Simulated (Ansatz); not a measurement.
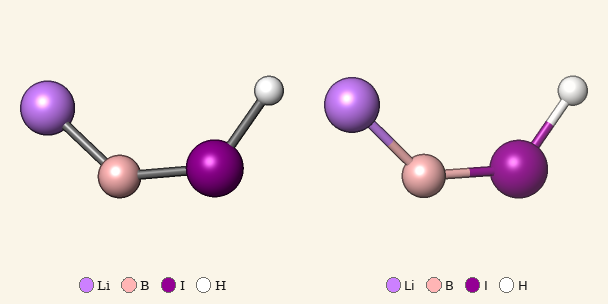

The same structure drawn twice, from different directions.

The geometry was computed by an optimisation with PBE0-D4/def2-TZVP. No frequency run is at hand to confirm it as a minimum.

Count the atoms of each element.

Answer. BHILi, 4 atoms: 1 boron, 1 hydrogen, 1 iodine and 1 lithium.

How many sets of symmetry-equivalent atoms are there?

Answer. 4: 1 Li, 1 B, 1 I, 1 H.

Give the symmetry (Schoenflies symbol).

Answer. Cs.

More results for the same structure follow; atom numbers are the same in all pictures, views and colours differ.

### Geometry

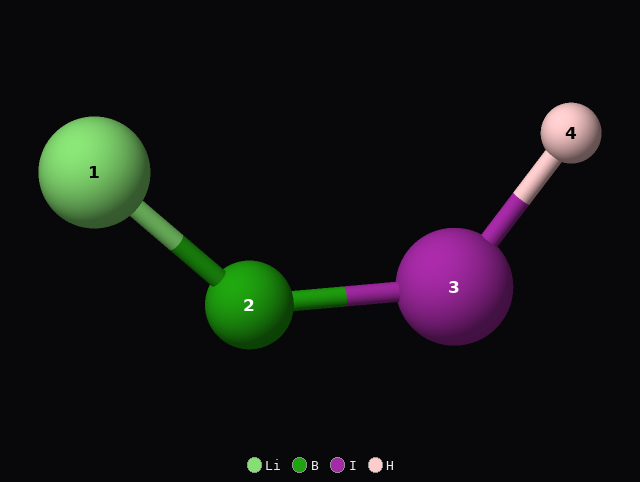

No frequency run is at hand to confirm it as a minimum.

Estimate the angles Li1–B2–I3, B2–I3–H4.

| angle | degrees |
| --- | --- |
| Li1–B2–I3 | 135.3 |
| B2–I3–H4 | 129.5 |

### Electronic properties

No frequency run is at hand to confirm it as a minimum. Properties computed with RKS PBE0-D4/def2-TZVPP, core potentials on I (Ansatz 0.2.0).

Predict the main results.

- HOMO energy (Kohn–Sham orbital): −4.05 eV
- LUMO energy (Kohn–Sham orbital): −1.49 eV
- HOMO–LUMO gap: 2.56 eV

### Dipole moment

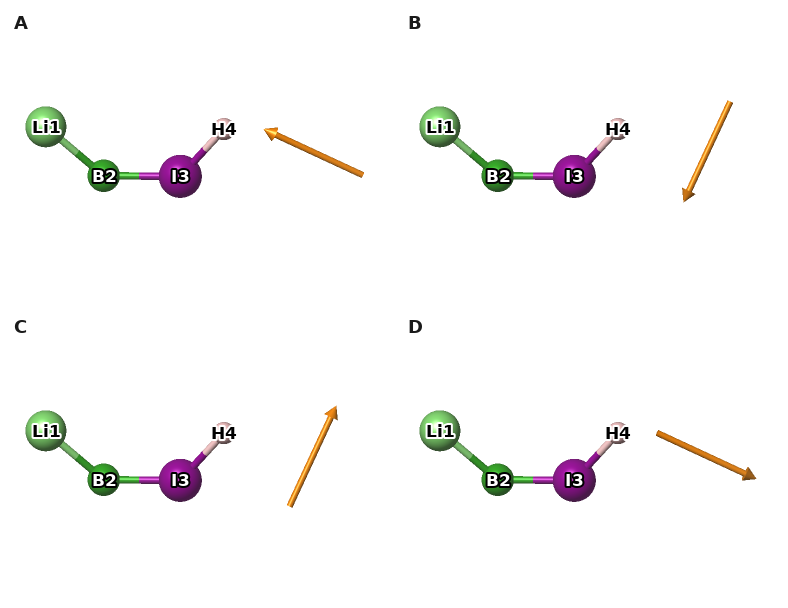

The same molecule four times, each with an arrow. No frequency run is at hand to confirm it as a minimum. Properties computed with RKS PBE0-D4/def2-TZVP, core potentials on I (Ansatz 0.2.0).

Which arrow points along the dipole moment, from the negative to the positive end?

Answer. A. The dipole moment is 6.86 D; it points from the side of H4 to the side of Li1 (the outermost atoms at the two ends).

### Charges

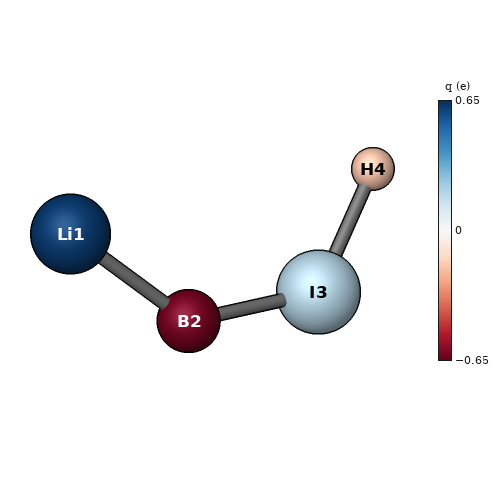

Atoms are coloured by their Mulliken charges. No frequency run is at hand to confirm it as a minimum. Level of theory: RKS PBE0-D4/def2-TZVP, core potentials on I (Ansatz 0.2.0).

Which atom carries the highest charge (most positive or least negative)?

Answer. Li1 (0.62 e).

And the lowest?

Answer. B2 (−0.62 e).

Give the Mulliken charges atom by atom.

| atom | value (e) |
| --- | --- |
| Li1 | 0.62 |
| B2 | −0.62 |
| I3 | 0.18 |
| H4 | −0.18 |

Mulliken values depend strongly on the basis set and can even reverse the polarity of a bond.
